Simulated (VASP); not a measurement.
# Ni2SeS: structure and properties in VASP

Wanted: the relaxed cell of Ni2SeS and its properties. The steps: rough relaxation of the start cell, relaxing cell and atoms (AM05), single point with fields (AM05), band structure (AM05), total and projected DOS (AM05), volume scan with AM05 and fit for AM05. The cell is invented: it takes the structure of a Materials Project entry for Mg2SeS (space group 115 there), with some of its atoms replaced by other elements, volume scaled by an estimate. It may not be a known or stable phase. Left out of this account: 1 further run (bands with AM05: it shows nothing beyond the runs told).

Program: VASP 6.6.1. Level of theory: AM05, spin-polarised from a ferromagnetic start; plane waves and PAW (Se, Ni, S); invented cell. Results are calculated unless marked as measured.

## (1) The structure

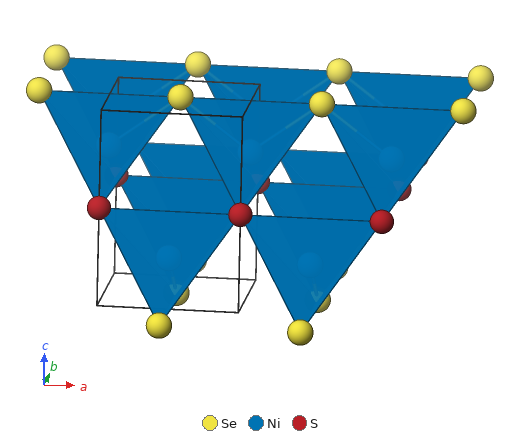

The starting structure, seen slightly off an axis (selenium yellow, nickel blue, sulfur red). 2×2×1 cells are drawn. Some periodic images of atoms are drawn too.

## (2) Rough relaxation of the start cell

The start is only an estimate, so a cheap relaxation brings it near a minimum before any careful run. AM05 is built from the electron gas and the surface model, and does well on lattice constants.

INCAR

```
SYSTEM = Ni2SeS
PREC = Normal
ENCUT = 400
EDIFF = 1E-05
NELM = 60
ISMEAR = 0
SIGMA = 0.05
LREAL = .FALSE.
ALGO = Fast
GGA = AM
NBANDS = 24
ISPIN = 2
MAGMOM = 0 1 1 0
LMAXMIX = 4
LORBIT = 11
LWAVE = .FALSE.
LCHARG = .FALSE.
KPAR = 2
IBRION = 2
NSW = 40
ISIF = 3
EDIFFG = -0.04
```

POSCAR

```
Ni2SeS
1.0
    3.7214660000      0.0000000000      0.0000000000
    0.0000000000      3.7214660000      0.0000000000
    0.0000000000      0.0000000000      5.2551950000
Se Ni S
1 2 1
Direct
    0.5000000000      0.5000000000      0.0000000000
    0.5000000000      0.0000000000      0.2624310000
    0.0000000000      0.5000000000      0.7375690000
    0.0000000000      0.0000000000      0.5000000000
```

KPOINTS

```
Automatic mesh
0
Gamma
5 5 3
0 0 0
```

The projector-augmented-wave data sets are Se, Ni and S (PBE family, release 64).

The run is started by

```
$ mpirun -np 2 vasp_std
```

Log:

```text
[banner, memory and clock lines left out]
running    2 mpi-ranks, on    1 nodes
 distrk:  each k-point on    1 cores,    2 groups
 distr:  one band on    1 cores,    1 groups

 POSCAR found type information on POSCAR SeNiS
 POSCAR found :  3 types and       4 ions
|                                                                             |
|               ----> ADVICE to this user running VASP <----                  |
|                                                                             |
|     You enforced a specific xc type in the INCAR file but a different       |
|     [... a line on the potential file left out ...]
|     I HOPE YOU KNOW WHAT YOU ARE DOING!                                     |
|                                                                             |

 LDA part: xc-table for (Slater+PW92), standard interpolation
 POSCAR, INCAR and KPOINTS ok, starting setup
 FFT: planning ... GRIDC
 FFT: planning ... GRID_SOFT
 FFT: planning ... GRID
 WAVECAR not read
 entering main loop
       N       E                     dE             d eps       ncg     rms          rms(c)
DAV:   1     0.187704293043E+03    0.18770E+03   -0.12185E+04  1152   0.119E+03
DAV:   2    -0.682100234761E+01   -0.19453E+03   -0.18193E+03  1184   0.272E+02
DAV:   3    -0.225289815089E+02   -0.15708E+02   -0.15267E+02  1456   0.889E+01
DAV:   4    -0.229139527840E+02   -0.38497E+00   -0.38438E+00  1320   0.148E+01
DAV:   5    -0.229252431981E+02   -0.11290E-01   -0.11287E-01  1480   0.253E+00    0.164E+01
RMM:   6    -0.256401439456E+02   -0.27149E+01   -0.40344E+01  1152   0.641E+01    0.265E+01
RMM:   7    -0.204031158182E+02    0.52370E+01   -0.11623E+01  1152   0.356E+01    0.480E+00
RMM:   8    -0.204317843148E+02   -0.28668E-01   -0.24535E-01  1152   0.398E+00    0.233E+00
RMM:   9    -0.204483694138E+02   -0.16585E-01   -0.62130E-02  1169   0.162E+00    0.693E-01
RMM:  10    -0.204511750005E+02   -0.28056E-02   -0.12956E-02  1212   0.792E-01    0.250E-01
RMM:  11    -0.204514566228E+02   -0.28162E-03   -0.25361E-03  1238   0.322E-01    0.152E-01
RMM:  12    -0.204515795096E+02   -0.12289E-03   -0.47577E-04  1223   0.150E-01    0.720E-02
RMM:  13    -0.204516477732E+02   -0.68264E-04   -0.15211E-04  1155   0.787E-02    0.291E-02
RMM:  14    -0.204516664498E+02   -0.18677E-04   -0.50769E-05  1014   0.450E-02    0.142E-02
RMM:  15    -0.204516705769E+02   -0.41271E-05   -0.12978E-05   775   0.270E-02
   1 F= -.20451671E+02 E0= -.20448132E+02  d E =-.204517E+02  mag=     0.0062
 curvature:   0.00 expect dE= 0.000E+00 dE for cont linesearch  0.000E+00
 trial: gam= 0.00000 g(F)=  0.302E-01 g(S)=  0.462E+00 ort = 0.000E+00 (trialstep = 0.100E+01)
 search vector abs. value=  0.492E+00
 bond charge predicted
       N       E                     dE             d eps       ncg     rms          rms(c)
DAV:   1    -0.287044132603E+02   -0.82527E+01   -0.86301E+01  1248   0.127E+02    0.256E+01
RMM:   2    -0.323085899175E+02   -0.36042E+01   -0.10682E+02  1152   0.113E+02    0.335E+01
RMM:   3    -0.206922462999E+02    0.11616E+02   -0.32018E+01  1152   0.555E+01    0.464E+00
RMM:   4    -0.206440375581E+02    0.48209E-01   -0.16931E+00  1152   0.889E+00    0.408E+00
RMM:   5    -0.205912903145E+02    0.52747E-01   -0.41058E-01  1152   0.540E+00    0.181E+00
RMM:   6    -0.206002745415E+02   -0.89842E-02   -0.10958E-01  1180   0.268E+00    0.124E+00
RMM:   7    -0.206005473617E+02   -0.27282E-03   -0.40126E-02  1176   0.180E+00    0.401E-01
RMM:   8    -0.206000357293E+02    0.51163E-03   -0.14544E-02  1223   0.957E-01    0.158E-01
RMM:   9    -0.206005898724E+02   -0.55414E-03   -0.50805E-03  1222   0.377E-01    0.960E-02
RMM:  10    -0.206005603810E+02    0.29491E-04   -0.57354E-04  1181   0.183E-01    0.609E-02
RMM:  11    -0.206005797058E+02   -0.19325E-04   -0.21245E-04  1179   0.810E-02    0.333E-02
RMM:  12    -0.206005723748E+02    0.73311E-05   -0.26851E-05   843   0.464E-02
   2 F= -.20600572E+02 E0= -.20597490E+02  d E =-.148902E+00  mag=    -0.0000
[... from here on, the cycles between the ionic steps are left out ...]
   3 F= -.20636362E+02 E0= -.20632826E+02  d E =-.184692E+00  mag=    -0.0001
   4 F= -.20659854E+02 E0= -.20656953E+02  d E =-.234917E-01  mag=     0.0000
   5 F= -.20671609E+02 E0= -.20669558E+02  d E =-.352466E-01  mag=    -0.0000
   6 F= -.20671742E+02 E0= -.20669723E+02  d E =-.353795E-01  mag=     0.0000
   7 F= -.20676798E+02 E0= -.20674866E+02  d E =-.505605E-02  mag=     0.0000
   8 F= -.20676797E+02 E0= -.20674846E+02  d E =-.505500E-02  mag=    -0.0000
   9 F= -.20683851E+02 E0= -.20681829E+02  d E =-.705427E-02  mag=    -0.0000
  10 F= -.20687369E+02 E0= -.20685294E+02  d E =-.105717E-01  mag=    -0.0000
  11 F= -.20688479E+02 E0= -.20686058E+02  d E =-.116816E-01  mag=    -0.0000
  12 F= -.20688909E+02 E0= -.20686717E+02  d E =-.121119E-01  mag=     0.0000
  13 F= -.20688831E+02 E0= -.20686589E+02  d E =-.120340E-01  mag=     0.0000
  14 F= -.20688871E+02 E0= -.20686653E+02  d E =-.120741E-01  mag=     0.0000
 curvature:  -1.07 expect dE=-0.694E-03 dE for cont linesearch -0.625E-04
 ZBRENT: accuracy reached
 trial: gam= 0.00000 g(F)=  0.345E-03 g(S)=  0.302E-03 ort =-0.999E-03 (trialstep = 0.116E+01)
 search vector abs. value=  0.647E-03
 bond charge predicted
       N       E                     dE             d eps       ncg     rms          rms(c)
DAV:   1    -0.206950475781E+02   -0.61767E-02   -0.16546E-01  1488   0.426E+00    0.698E-01
RMM:   2    -0.206985053823E+02   -0.34578E-02   -0.65990E-02  1152   0.252E+00    0.813E-01
RMM:   3    -0.206892322750E+02    0.92731E-02   -0.23244E-02  1152   0.163E+00    0.169E-01
RMM:   4    -0.206889864351E+02    0.24584E-03   -0.19259E-03  1152   0.331E-01    0.448E-02
RMM:   5    -0.206890208498E+02   -0.34415E-04   -0.45366E-04  1162   0.209E-01    0.517E-02
RMM:   6    -0.206890070201E+02    0.13830E-04   -0.10289E-04  1130   0.871E-02    0.913E-03
RMM:   7    -0.206890111695E+02   -0.41493E-05   -0.41305E-05   920   0.483E-02
  15 F= -.20689011E+02 E0= -.20686767E+02  d E =-.140094E-03  mag=     0.0000
 trial-energy change:   -0.000140  1 .order   -0.000453   -0.000753   -0.000152
 step:   1.4600(harm=  1.4600)  dis= 0.00421  next Energy=   -20.689343 (dE=-0.472E-03)
 reached required accuracy - stopping structural energy minimisation
```

It took 89 s on 2 MPI ranks of AMD EPYC 7R43, shared host; peak memory 0.24 GiB.

The logs omit lines about the potential files and the build; timing stands in the text.

From OUTCAR (step 2):

```text
ion  position               nearest neighbor table
   1  0.500  0.500  0.000-   2 2.32   3 2.32   2 2.32   3 2.32
   2  0.500  0.000  0.262-   4 2.24   4 2.24   1 2.32   1 2.32
   3  0.000  0.500  0.738-   4 2.24   4 2.24   1 2.32   1 2.32
   4  0.000  0.000  0.500-   2 2.24   3 2.24   3 2.24   2 2.24

  LATTYP: Found a simple tetragonal cell.
 ALAT       =     3.7214660000
 C/A-ratio  =     1.4121303271

 Subroutine GETGRP returns: Found  8 space group operations
 (whereof  8 operations were pure point group operations)

The static configuration has the point symmetry D_2d.

 Found     12 irreducible k-points:

   k-points           NKPTS =     12   k-points in BZ     NKDIM =     12   number of bands    NBANDS=     24

   dimension x,y,z NGX =    18 NGY =   18 NGZ =   28
   dimension x,y,z NGXF=    36 NGYF=   36 NGZF=   56

   ENCUT  =  400.0 eV  29.40 Ry    5.42 a.u.   6.07  6.07  8.57*2*pi/ulx,y,z

   NELECT =      32.0000    total number of electrons

 k-points in reciprocal lattice and weights: Automatic mesh
   0.00000000  0.00000000  0.00000000       0.013
   0.20000000  0.00000000  0.00000000       0.053
   0.40000000  0.00000000  0.00000000       0.053
   0.20000000  0.20000000  0.00000000       0.053
   0.40000000  0.20000000  0.00000000       0.107
   0.40000000  0.40000000  0.00000000       0.053
   0.00000000  0.00000000  0.33333333       0.027
   0.20000000  0.00000000  0.33333333       0.107
   0.40000000  0.00000000  0.33333333       0.107
   0.20000000  0.20000000  0.33333333       0.107
   0.40000000  0.20000000  0.33333333       0.213
   0.40000000  0.40000000  0.33333333       0.107

 average (electrostatic) potential at core
       1 -52.7629       2 -85.2673       3 -85.2673       4 -86.4224

 E-fermi :   5.8779

 spin component 1
 k-point     1 :       0.0000    0.0000    0.0000
  band No.  band energies     occupation
    ...
     11       4.0650      1.00000
     12       4.1641      1.00000
     13       4.4326      1.00000
     14       4.7198      1.00000
     15       4.7198      1.00000
     16       7.8089      0.00000
     17       7.8089      0.00000
     18       7.9413      0.00000
     19       9.5026      0.00000
     20       9.6941      0.00000
    ...

 k-point     2 :       0.2000    0.0000    0.0000
  band No.  band energies     occupation
    ...
     11       4.0257      1.00000
     12       4.0450      1.00000
     13       4.2744      1.00000
     14       4.8602      1.00000
     15       5.1023      1.00000
     16       6.5445      0.00000
     17       7.1251      0.00000
     18       7.6056      0.00000
     19      10.2089      0.00000
     20      10.8189      0.00000
    ...

 k-point     3 :       0.4000    0.0000    0.0000
  band No.  band energies     occupation
    ...
     12       3.9939      1.00000
     13       4.5908      1.00000
     14       4.7628      1.00000
     15       5.2013      1.00000
     16       5.8619      0.67444
     17       5.9560      0.01358
     18       6.9348      0.00000
     19      11.0618      0.00000
     20      12.1805      0.00000
     21      13.0102      0.00000
    ...

 k-point     4 :       0.2000    0.2000    0.0000
  band No.  band energies     occupation
    ...
     11       3.8615      1.00000
     12       4.0883      1.00000
     13       4.2590      1.00000
     14       4.5610      1.00000
     15       5.2348      1.00000
     16       6.3582      0.00000
     17       6.4130      0.00000
     18       6.8748      0.00000
     19      10.9313      0.00000
     20      11.7419      0.00000
    ...

 k-point     5 :       0.4000    0.2000    0.0000
  band No.  band energies     occupation
    ...
     13       4.4476      1.00000
     14       4.6476      1.00000
     15       5.0135      1.00000
     16       5.4763      1.00000
     17       5.6996      1.00000
     18       6.0812      0.00000
     19      11.1496      0.00000
     20      12.2962      0.00000
     21      12.5136      0.00000
     22      13.3669      0.00000
    ...

 k-point     6 :       0.4000    0.4000    0.0000
  band No.  band energies     occupation
    ...
     14       4.5080      1.00000
     15       4.5549      1.00000
     16       4.9334      1.00000
     17       5.2687      1.00000
     18       5.3988      1.00000
     19       9.9750      0.00000
     20      10.9881      0.00000
     21      11.6073      0.00000
     22      11.9869      0.00000
     23      16.8851      0.00000
    ...

  Total       -0.0162594     -0.0162594      0.0105145      0.0000000      0.0000000      0.0000000
  in kB       -0.3919267     -0.3919267      0.2534475      0.0000000      0.0000000      0.0000000
  external PRESSURE =      -0.1768020 kB  Pullay stress =       0.0000000 kB

  energy-cutoff  :      400.00
  volume of cell :       66.47
      direct lattice vectors                 reciprocal lattice vectors
     3.698139035 -0.000000000 -0.000000000     0.270406275 -0.000000000  0.000000000
     0.000000000  3.698139035  0.000000000    -0.000000000  0.270406275 -0.000000000
    -0.000000000  0.000000000  4.860092034     0.000000000 -0.000000000  0.205757420

 POSITION                                       TOTAL-FORCE (eV/Angst)
 -----------------------------------------------------------------------------------
      1.84907      1.84907      0.00000        -0.000000     -0.000000      0.000000
      1.84907      0.00000      1.36249        -0.000000      0.000000      0.024830
     -0.00000      1.84907      3.49760         0.000000     -0.000000     -0.024830
     -0.00000      0.00000      2.43005        -0.000000     -0.000000      0.000000
 -----------------------------------------------------------------------------------
    total drift:                                0.000000      0.000000     -0.000000

  FREE ENERGIE OF THE ION-ELECTRON SYSTEM (eV)
  ---------------------------------------------------
  free  energy   TOTEN  =       -20.6890111695 eV

  energy  without entropy=      -20.6845218699  energy(sigma->0) =      -20.68676652

 reached required accuracy - stopping structural energy minimisation

 total charge
# of ion       s       p       d       tot
------------------------------------------
    1        1.457   2.306   0.091   3.854
    2        0.492   0.539   8.421   9.452
    3        0.492   0.539   8.421   9.452
    4        1.321   2.352   0.000   3.673
--------------------------------------------------
tot          3.762   5.736  16.933  26.431

 magnetization (x)
# of ion       s       p       d       tot
------------------------------------------
    1       -0.000   0.000   0.000  -0.000
    2        0.000   0.000   0.000   0.000
    3        0.000   0.000   0.000   0.000
    4        0.000  -0.000   0.000  -0.000
--------------------------------------------------
tot          0.000   0.000   0.000   0.000

[... 1 further part left out ...]
```

CONTCAR:

```
Ni2SeS
   1.00000000000000
     3.6981390350364198   -0.0000000000000000   -0.0000000000000000
     0.0000000000000000    3.6981390350364198    0.0000000000000000
    -0.0000000000000000    0.0000000000000000    4.8600920335605347
  Se              Ni              S
     1     2     1
Direct
     0.5000000000000000    0.5000000000000000    0.0000000000000000
     0.5000000000000000    0.0000000000000000    0.2803422071578524
     0.0000000000000000    0.5000000000000000    0.7196577928421478
     0.0000000000000000    0.0000000000000000    0.5000000000000000
```

The moments of the start collapse, so the state is non-magnetic; other starts or orders were not tried. The k-mesh is coarse for a metal. LASPH is off, so gradient terms of the non-spherical density inside the spheres are left out; for open d or f shells this can shift gaps and moments. This relaxation is a rough one on cheap settings, only to bring the start near its minimum. The PAW data sets were made with PBE, which is usual practice but a small mismatch for other functionals. After so large a change of volume the plane waves of the start cell no longer fit, so the final stress carries a basis-set error. The run keeps the 8 symmetry operations of its start, so it cannot find a distortion of lower symmetry.

Step by step:

```tsv
step	energy less that of the first step (eV)	largest force (eV/Å)	pressure (GPa)	volume (Å³)
1	0.0000	0.5596	-7.86	72.78
2	-0.1489	0.5175	5.13	63.77
3	-0.1847	0.5428	0.57	66.29
4	-0.2082	0.2879	0.42	66.30
5	-0.2199	0.0183	0.32	66.30
6	-0.2201	0.0590	0.69	66.30
7	-0.2251	0.0455	-0.97	67.12
8	-0.2251	0.0488	-0.88	67.19
9	-0.2322	0.0128	-0.86	66.89
10	-0.2357	0.0145	-0.49	66.63
11	-0.2368	0.0740	0.22	66.09
12	-0.2372	0.0585	-0.44	66.25
13	-0.2372	0.0605	-0.09	66.20
14	-0.2372	0.0598	0.21	66.22
15	-0.2373	0.0248	-0.02	66.47
```

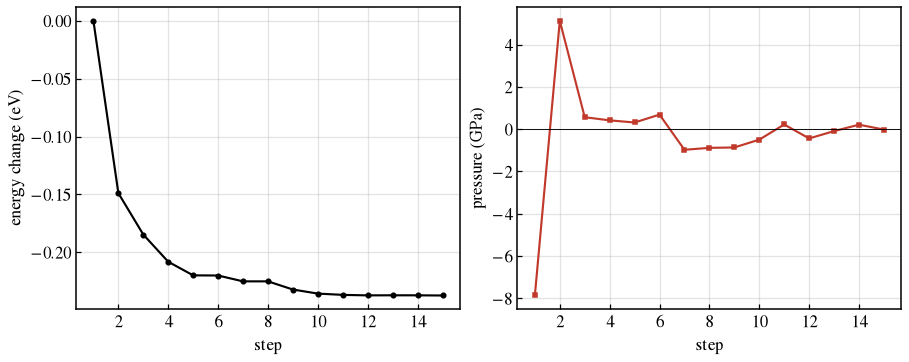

Energy and pressure along the relaxation.

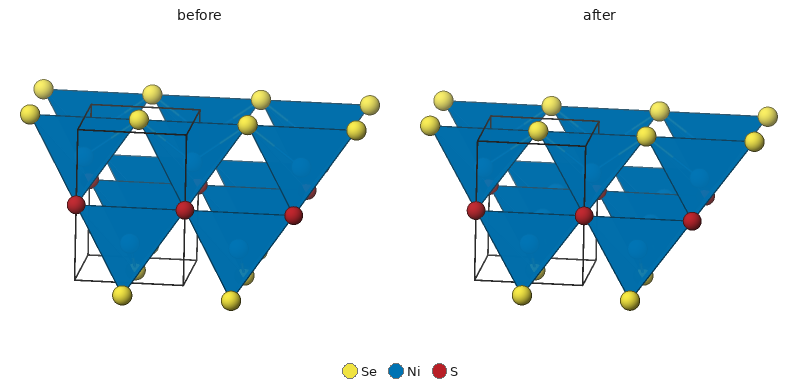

The structure before and after the relaxation, drawn at the same scale.

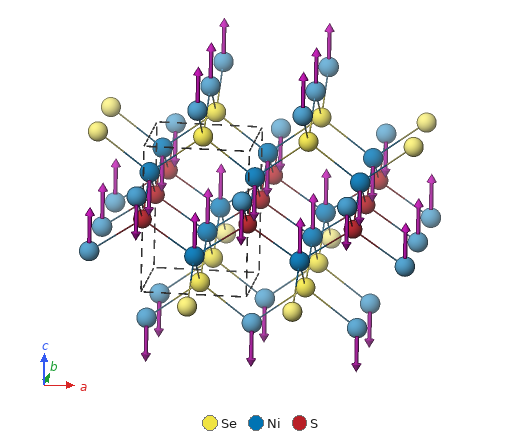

Displacements in the relaxation, exaggerated, measured against the changing cell; the longest in the cell stands for 0.09 Å. 2×2×1 cells are drawn. Some periodic images of atoms are drawn too.

```tsv
conventional cell, symmetrised	before	after	change
a (Å)	3.721	3.698	-0.6 %
b (Å)	3.721	3.698	-0.6 %
c (Å)	5.255	4.860	-7.5 %
volume (Å³/atom)	18.20	16.62	-8.7 %
```

The atoms that moved most (Å, as changes of fractional coordinates times the final cell):

```tsv
atom	dx	dy	dz	length
Ni3	0.000	0.000	-0.087	0.087
Ni2	0.000	0.000	0.087	0.087
```

The relaxed structure:

```
Se Ni S
1.0
     3.69814    0.00000    0.00000
     0.00000    3.69814    0.00000
     0.00000    0.00000    4.86009
Se Ni S
1 2 1
Cartesian
  1.8491 1.8491 0.0000
  1.8491 0.0000 1.3625
  0.0000 1.8491 3.4976
  0.0000 0.0000 2.4300
```

This step gave:

```
electrons                       : 32
bands                           : 24
irreducible k-points            : 12
symmetry operations             : 8
free energy (TOTEN)             : -20.69 eV
energy at zero smearing         : -20.69 eV
Fermi energy                    : 5.878 eV
pressure                        : -0.01768 GPa
metallic                        : yes
SCF cycles over all ionic steps : 118
```

The spin moment in the PAW sphere vanishes on all atoms.

It ends with a largest force of 0.025 eV/Å and a pressure of -0.02 GPa.

[end of part 1 of 5]

[Lines on the potential files, build, host, timing and source positions are cut from VASP's logs without a mark.]

[Logs are printed without paths, hosts, clocks, repeated set-up lines and the standing remarks that a program may print on its own settings, such as how far it seeks lower states.]

[Hosts, paths, dates, database ids (printed as entryN), source tags and the programs' standing remarks are cut or masked in the printed files.]

[A measured line is paired with the nearest computed mode of its activity, which favours agreement.]
